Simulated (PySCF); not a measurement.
**C6H4O2, SMILES `O=C1C=CC(=O)C=C1`: what the electrons do**

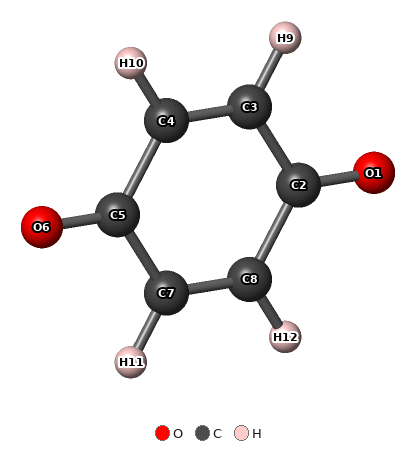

The molecule, with its atoms numbered as below. No frequency check shows the geometry to be a minimum.

Geometry (Å), atoms numbered from 1:

```
O1       2.6682    0.0000    0.0000
C2       1.4541   -0.0000    0.0000
C3       0.6673    1.2495    0.0000
C4      -0.6673    1.2495    0.0000
C5      -1.4541   -0.0000    0.0000
O6      -2.6682    0.0000    0.0000
C7      -0.6673   -1.2495    0.0000
C8       0.6673   -1.2495    0.0000
H9       1.2407    2.1662    0.0000
H10     -1.2407    2.1662    0.0000
H11     -1.2407   -2.1662    0.0000
H12      1.2407   -2.1662    0.0000
```

### 1. Bonding charge

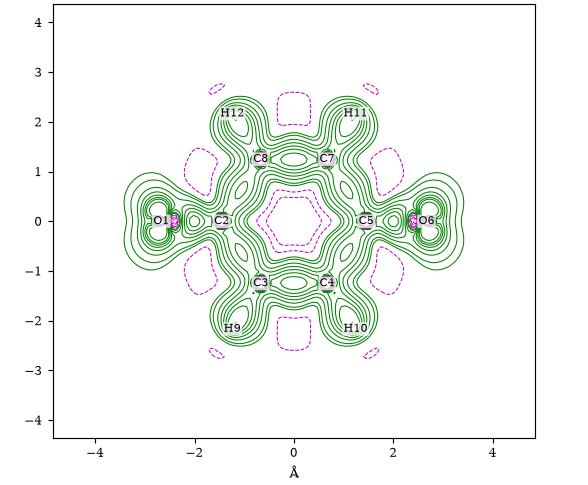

Deformation density (molecule less spherical, spin-averaged free atoms) in the molecular plane; contours at ±0.05 to ±0.8 e/Å³; solid green lines: gain, dashed magenta lines: loss.

Method: LDA (SVWN)/def2-SVP; geometry: GFN2-xTB; program: PySCF. This is a single-reference result, which may miss multireference character in this system.

Describe the bonding that the map shows.

Answer. C3–H9, C4–H10, C7–H11 and C8–H12: +0.70 e/Å³ at the bond critical point (bond length 1.08 Å, Mayer order 1.0). C3–C4 and C7–C8: +0.68 e/Å³ at the bond critical point (bond length 1.33 Å, Mayer order 1.7). O1–C2 and C5–O6: +0.57 e/Å³ at the bond critical point (bond length 1.21 Å, Mayer order 2.1). C2–C8, C5–C7, C2–C3 and C4–C5: +0.53 e/Å³ at the bond critical point (bond length 1.48 Å, Mayer order 1.0). In all, 2.9 electrons gather in the regions of gain relative to the promolecule.

Where do the Hirshfeld charges lie?

Answer. The highest Hirshfeld charge is on C2 and C5 (+0.13 e), the lowest on O1 and O6 (−0.19 e).

```json
{"atom": "O1", "charge (e)": "−0.19"}
{"atom": "C2", "charge (e)": "+0.13"}
{"atom": "C3", "charge (e)": "−0.04"}
{"atom": "C4", "charge (e)": "−0.04"}
{"atom": "C5", "charge (e)": "+0.13"}
{"atom": "O6", "charge (e)": "−0.19"}
{"atom": "C7", "charge (e)": "−0.04"}
{"atom": "C8", "charge (e)": "−0.04"}
{"atom": "H9", "charge (e)": "+0.06"}
{"atom": "H10", "charge (e)": "+0.06"}
{"atom": "H11", "charge (e)": "+0.06"}
{"atom": "H12", "charge (e)": "+0.06"}
```

### 2. Bond critical points

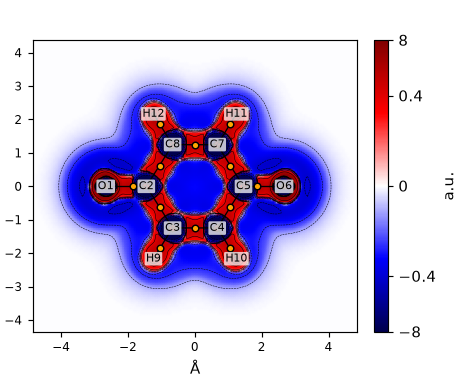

Negative Laplacian of the density (−∇²ρ) in the molecular plane (red positive, blue negative, colour scale in a.u., logarithmic beyond ±0.04), with bond paths and bond critical points (dots).

Sort the bonds in the plane by the sign of ∇²ρ at their critical points.

Answer. Concentrated (∇²ρ < 0): C3–C4 and C7–C8 (−0.87 a.u.); C3–H9, C4–H10, C7–H11 and C8–H12 (−1.08 a.u.); C2–C8, C5–C7, C2–C3 and C4–C5 (−0.63 a.u.). Depleted (∇²ρ > 0): O1–C2 and C5–O6 (+0.31 a.u., H = −0.706). A positive Laplacian with clearly negative H marks a strongly polar covalent bond, whose critical point lies close to the core of the less electronegative atom.

Where along O1–C2 does the critical point lie?

Answer. 0.81 Å from O1 and 0.40 Å from C2.

### 3. Local ionisation energy

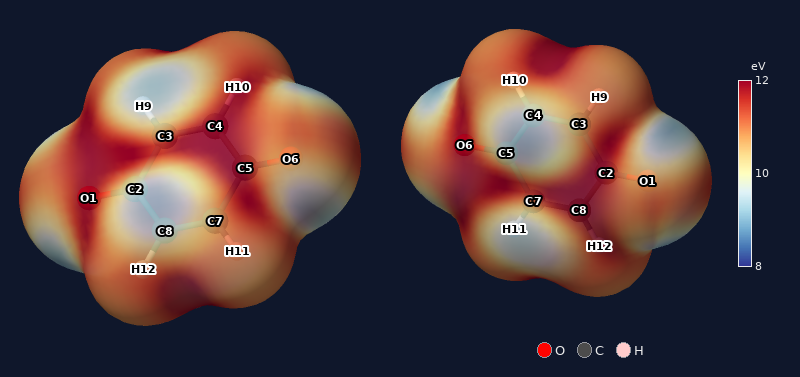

Average local ionisation energy on the surface of electron density 0.001 a.u. (back view left, front view right).

Locate the minima of the map.

Answer. The lowest value is 9.0 eV, 1.8 Å from O1, and at like points elsewhere. Further minima include 9.2 eV, off the C3–C4 bond (2.1 to 2.2 Å from its atoms), and at like points elsewhere. For comparison, the highest occupied orbital lies at −6.2 eV.

### 4. Excited states

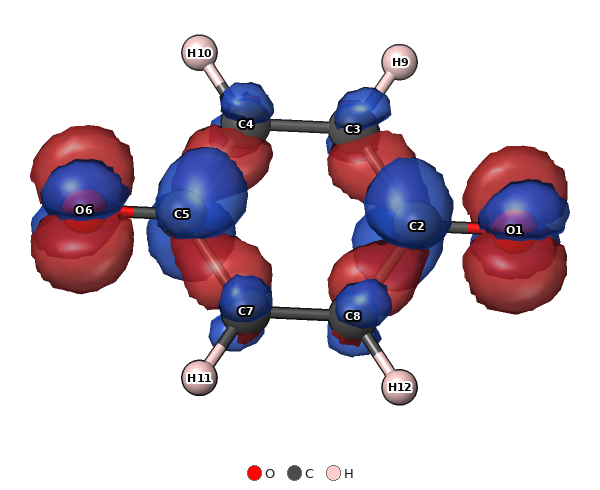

Unrelaxed difference density of S₁ less the ground state (TDA singlet states), ±0.03 e/Å³; blue: gain, red: loss.

Method: ωB97X/6-31+G*; geometry: GFN2-xTB; program: PySCF.

How does the charge move on excitation?

Answer. 0.67 e is displaced in all, of which about 0.3 e passes between atoms: O1 and O6 (0.11 e each) lose electrons and C2 and C5 (0.08 e each) gain them. The state: 3.04 eV (408 nm), f = 0.000 (dark), σ or n → π*; the leading pair carries 93 %; hole on O1 and O6 (28 % each), C2 and C5 (7 % each) and C3, C4, C7 and C8 (6 % each), electron on O1 and O6 (17 % each), C2 and C5 (15 % each) and C3, C4, C7 and C8 (8 % each); their centroids lie 0.0 Å apart.
